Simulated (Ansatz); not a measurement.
# F2Si: the cost of one run

Program: Ansatz 0.2.0. Level of theory: DFT B3LYP, Gaussian basis aug-cc-pV(T+d)Z. These are calculated values, not measurements.

## Step 1: Starting point

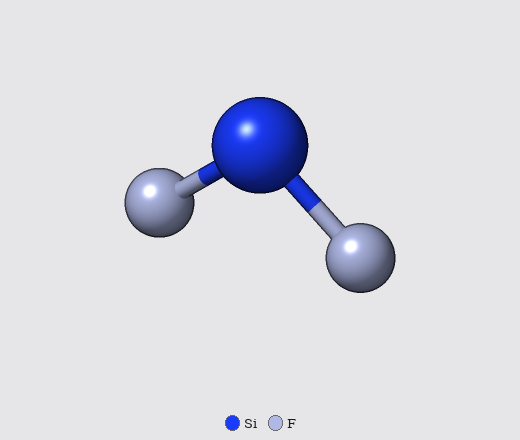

Start, viewed from a chosen angle; silicon blue, fluorine light blue.

As a file:

```xyz
3

Si    0.0000    0.0000    0.0000
F     1.2200    0.0000    1.0200
F    -1.2200    0.0000    1.0200
```

## Step 2: Relaxing the atoms: F2Si

input.yaml reads:

```yaml
relax:
  f_tol: 0.0002
  max_steps: 200
crystal:
  periodic: [false, false, false]
  atoms:
    - { symbol: Si, position_ang: [0.0, 0.0, 0.0] }
    - { symbol: F, position_ang: [1.22, 0.0, 1.02] }
    - { symbol: F, position_ang: [-1.22, 0.0, 1.02] }
basis:
  gaussian: { orbitals: "aug-cc-pV(T+d)Z.json" }
hamiltonian:
  xc: { name: B3LYP }
accuracy: high
```

Started as:

```bash
> ansatz run input.yaml --threads 8 --pin off --max-ram 12288MiB --backend cpu --events-out ev --progress --plain --runs-dir out
```

What time and memory should one allow on 8 threads of Arm Neoverse V2, shared host?

About 13 s, with a peak of 0.53 GiB.
